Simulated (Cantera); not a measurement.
Feed: 1 mol c-C₄F₈, a varied amount of CH₄, at 2900 K and 24.0 Torr.

Cantera equilibrium calculation (NASA polynomials, part measured and part estimated; ideal gas, pure solids and liquids). Candidate condensed phases: C, C₆H₆, C₇H₈, C₈H₁₈; 95 gas species. The feed counts by its element totals alone. The numbers say what is thermodynamically allowed, not how fast it happens.

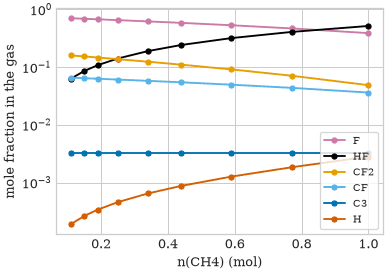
Figure. Equilibrium gas composition (values under 1e-9 drawn at 1e-9)

### Question
Read off the mole fractions at 0.59 mol CH₄.

### Answer
F about 0.53, HF about 0.32, CF₂ about 0.092, CF about 0.050, C₃ about 0.0032, H about 0.0013.
